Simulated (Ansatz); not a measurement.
# ClH3OSi3: what the fields show

Input file:

```
crystal:
  periodic: [false, false, false]
  atoms:
    - {symbol: Cl, position_ang: [-1.973280, -0.281477, -0.178406]}
    - {symbol: O, position_ang: [2.411730, -1.219671, 0.396551]}
    - {symbol: Si, position_ang: [-0.005102, -0.444572, -0.848738]}
    - {symbol: Si, position_ang: [1.968358, 0.401976, 0.432090]}
    - {symbol: Si, position_ang: [1.232345, -2.329572, -0.186116]}
    - {symbol: H, position_ang: [-0.012703, -0.219569, -2.331951]}
    - {symbol: H, position_ang: [0.702914, -3.130819, 0.956696]}
    - {symbol: H, position_ang: [1.872370, -3.255904, -1.168368]}
basis:
  gaussian: {orbitals: def2-TZVPD}
hamiltonian: {xc: {name: PBE0}}
output: {forces: true, orbitals: {seedname: orbitals}}
```

Launched as:

```sh
ansatz run input.yaml --threads 2 --pin off --max-ram 4350MiB --events-out events.jsonl --progress --plain --runs-dir runs
```

Geometry: PBE0-D3(BJ)/def2-SVP.

The calculation used isolated molecule in a Gaussian basis; Kohn-Sham density functional theory, functional PBE0 (Ansatz).

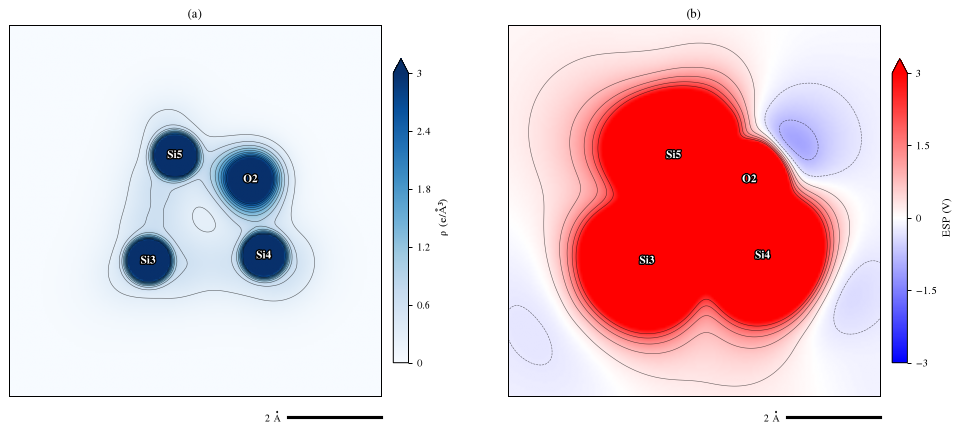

Figure 1. (a) electron density; (b) electrostatic potential on the plane of atoms Si4, Si3 and Si5.

> What does the map show?

- Atoms in the plane: O and Si.
- Si–O (1.68 Å): the density is about 1.1 e/Å³ at the midpoint.
- Si–Si (2.35 Å): ρ at the midpoint is about 0.61 e/Å³.
- Si–Si (2.50 Å): ρ is about 0.5 e/Å³ halfway.
- Outside the dense part of the molecule the potential is most negative (−1.1 V) near O2.

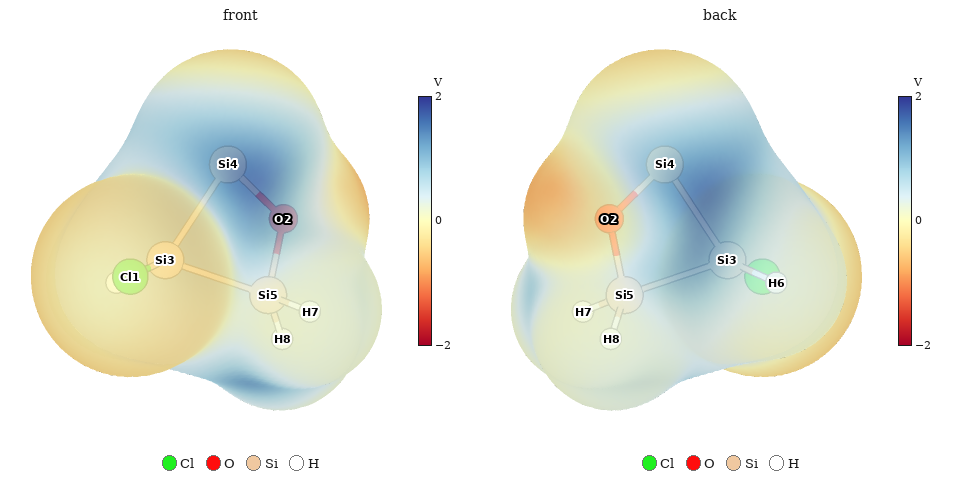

Figure 2. The electrostatic potential painted on the density surface at 0.001 e/bohr³, seen from the front and from behind; the colour scale runs from red (negative) to blue (positive).

> Which sites attract a positive test charge, and which a negative one?

A positive charge is drawn to the negative regions and a negative charge to the positive ones. The most negative region (about −0.7 V) lies over O2, the most positive (about +1.6 V) over Si4.

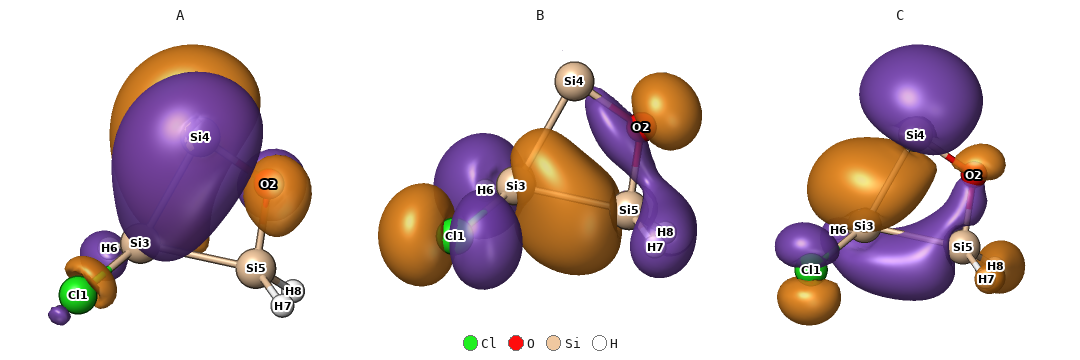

Figure 3. Three frontier orbitals at ±0.08 Å⁻³ᐟ² (orange and purple are the two phases), in no order.

> Order the three orbitals by energy and name them.

B is the HOMO−1 (−8.07 eV). By Hirshfeld shares it lies mainly on Si3 (about 25 %), Cl1 (about 20 %), Si5 (about 20 %), O2 (about 15 %) and H6 (about 10 %). C is the HOMO (−6.25 eV). By Hirshfeld shares it lies mainly on Si4 (about 50 %), Si3 (about 25 %), Si5 (about 10 %) and Cl1 (about 5 %). A is the LUMO (−2.92 eV). It lies mainly on Si4 (about 70 %), Si3 (about 10 %) and O2 (about 10 %).

> What is the HOMO–LUMO gap?

3.33 eV between the orbital energies.
